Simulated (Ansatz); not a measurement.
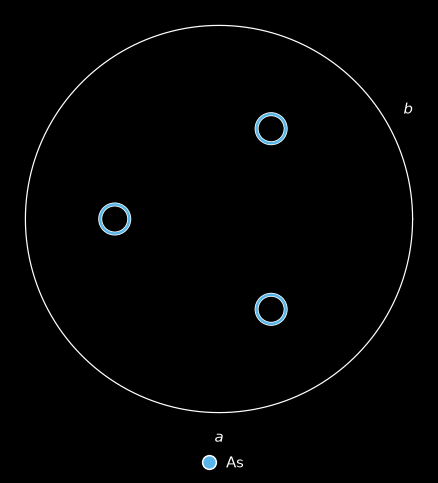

Directions from one arsenic atom at (1/3, 2/3, 0.878) to its bonded neighbours, in stereographic projection down c (filled: above the plane of the page or in it, open: below). Crystal: As, the end point of a relaxation with DFT r2SCAN, scalar-relativistic, plane waves, PAW in Ansatz 0.2.0. Symmetry computed with spglib at a tolerance of 0.002 Å; standard conventional cell.

Neighbours are counted up to 2.76 Å for As.

```yaml
crystal:
  lattice:
    - [3.58823, 0.00000, 0.00000]
    - [-1.79411, 3.10750, 0.00000]
    - [0.00000, 0.00000, 15.21882]
  atoms:
    - { symbol: As, position: [0.33333, 0.66667, 0.87819] }
    - { symbol: As, position: [0.00000, 0.00000, 0.78848] }
    - { symbol: As, position: [0.00000, 0.00000, 0.21152] }
    - { symbol: As, position: [0.66667, 0.33333, 0.12181] }
    - { symbol: As, position: [0.66667, 0.33333, 0.54485] }
    - { symbol: As, position: [0.33333, 0.66667, 0.45515] }
```

### How many neighbours are there, and at what angles?

3: 3 As at 2.48 Å. Angles between bonds: 93° (3×).

### What is the site's symmetry in the crystal?

Point group 3m (C3v), order 6: one threefold axis, three mirror planes. In No. 166, R-3m, hexagonal axes this is Wyckoff position 6c.
